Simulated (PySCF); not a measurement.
## Excited-state calculation of C2H5NO

C2H5NO, computed with TDDFT CAM-B3LYP/def2-SVPD, vertical, gas phase, core orbitals frozen in the response (PySCF 2.14.0).

The geometry comes from this level: PBE0-D3(BJ)/def2-SVP.

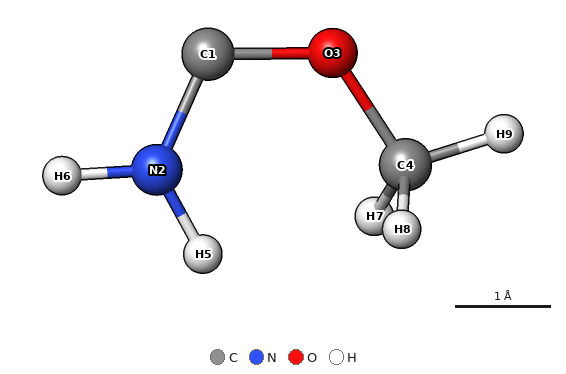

**Figure 1.** The structure (ball-and-stick view, seen at a tilt; atoms are numbered from 1 in the order of the input).

## Input
```
{"job": {"kind": "uv", "xc": "CAM-B3LYP", "basis": "def2-SVPD", "nstates": 6, "ntriplets": 2, "ip": true}, "charge": 0, "multiplicity": 1}
C      0.869462     0.168857     1.141239
N      1.440550    -0.140271    -0.020635
O     -0.451704     0.282241     1.081940
C     -1.197758     0.089363    -0.111470
H      0.972662    -0.291649    -0.916196
H      2.446698    -0.236562    -0.026631
H     -1.076815    -0.933211    -0.508873
H     -0.918915     0.819661    -0.890654
H     -2.250949     0.241531     0.152187
```

The first line tells a small driver script what to run in PySCF; the rest is the geometry in Å.

Launched with:
```bash
OMP_NUM_THREADS=1 python <driver script> task.json out
```

## What the program printed
```
coarse grid: 7424 points
cycle   1  E = -208.7986829277  dE =  4.834e-01  |g| = 4.972e-01  |ddm| = 3.795e+00
cycle   2  E = -208.7797479632  dE =  1.893e-02  |g| = 6.295e-01  |ddm| = 1.259e+00
cycle   3  E = -208.8504859397  dE = -7.074e-02  |g| = 7.532e-02  |ddm| = 5.447e-01
cycle   4  E = -208.8514633409  dE = -9.774e-04  |g| = 2.651e-02  |ddm| = 9.266e-02
cycle   5  E = -208.8516115793  dE = -1.482e-04  |g| = 8.081e-03  |ddm| = 4.934e-02
cycle   6  E = -208.8516273921  dE = -1.581e-05  |g| = 1.931e-03  |ddm| = 1.638e-02
cycle   7  E = -208.8516283919  dE = -9.998e-07  |g| = 6.693e-04  |ddm| = 4.027e-03
final grid: 71480 points
cycle   8  E = -208.8909154561  dE = -2.078e-05  |g| = 3.210e-03  |ddm| = 3.641e-02
cycle   9  E = -208.8909149122  dE =  5.438e-07  |g| = 3.870e-03  |ddm| = 7.965e-03
cycle  10  E = -208.8909177333  dE = -2.821e-06  |g| = 4.654e-04  |ddm| = 3.038e-03
cycle  11  E = -208.8909177800  dE = -4.671e-08  |g| = 1.674e-04  |ddm| = 6.826e-04
cycle  12  E = -208.8909177865  dE = -6.545e-09  |g| = 4.925e-05  |ddm| = 3.378e-04
cycle  13  E = -208.8909177871  dE = -5.411e-10  |g| = 1.381e-05  |ddm| = 9.654e-05
```

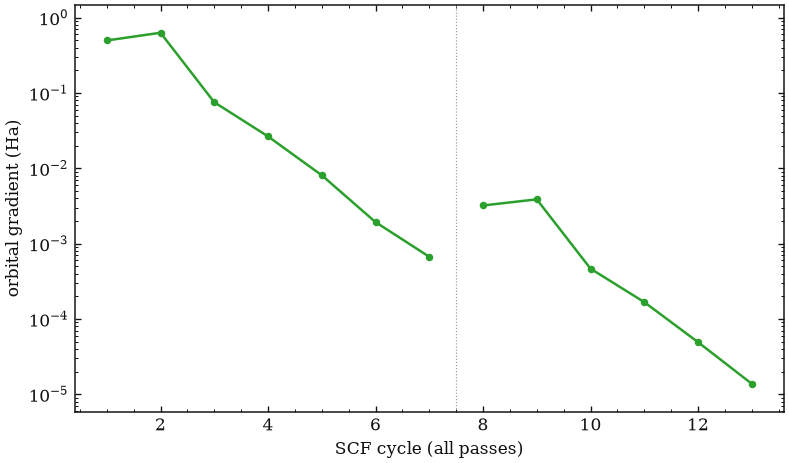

**Figure 2.** Convergence of the self-consistent field: orbital gradient against the SCF cycle. The dotted line marks the change from a coarse to the final integration grid. The first 7 cycles use a coarse grid, the final grid takes over at cycle 8, and the field converges after 13 cycles in all.

```
converged SCF energy = -208.8909177871

Static polarisability (au): isotropic 40.733, principal 32.103 41.418 48.678

Singlet excitations
state   eV       nm        f      main configurations
  1   4.9521    250.4   0.02191   H->L+1 0.97
  2   5.7970    213.9   0.01218   H->L 0.91
  3   6.7195    184.5   0.00720   H->L+2 0.53, H->L+3 0.36
  4   6.9203    179.2   0.02396   H->L+3 0.57, H->L+2 0.32
  5   7.6880    161.3   0.00951   H->L+4 0.94
  6   7.8379    158.2   0.03452   H-1->L 0.90

Triplet excitations (Tamm-Dancoff, eV): 3.1298 5.5781
Vertical ionisation energy (delta-SCF) = 8.5897 eV
```

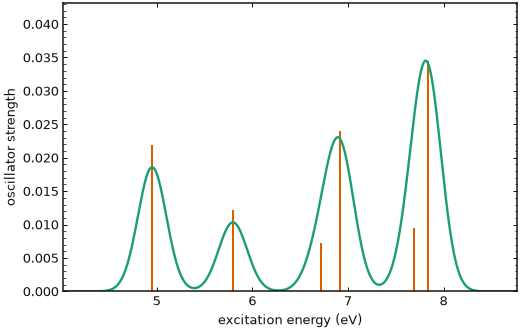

**Figure 3.** Computed excitations as sticks (degenerate states added up, dark ones marked on the axis), with a Gaussian envelope of 0.35 eV full width at half maximum, scaled to the tallest. Of the 6 states the lowest lies at 4.95 eV (f = 0.022); the strongest line is at 7.84 eV, or 158 nm (f = 0.035).

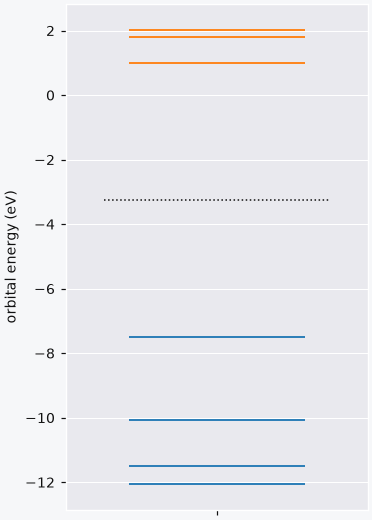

**Figure 4.** Orbital energies near the frontier; the dotted line parts filled from empty levels, and levels within 0.02 eV of each other stand side by side. Highest filled −7.50 eV, lowest empty 1.00 eV, 8.50 eV apart.

## Key numbers

```tsv
quantity	value
outcome	converged
total energy	−208.890918 hartree
HOMO	−7.50 eV
LUMO	1.00 eV
dipole moment	4.48 D
mean polarisability	40.73 a.u.
vertical ionisation energy	8.59 eV
lowest singlet excitation	4.95 eV
hardware	1 CPU thread, shared host
wall time	26 s
peak memory	0.55 GiB
```
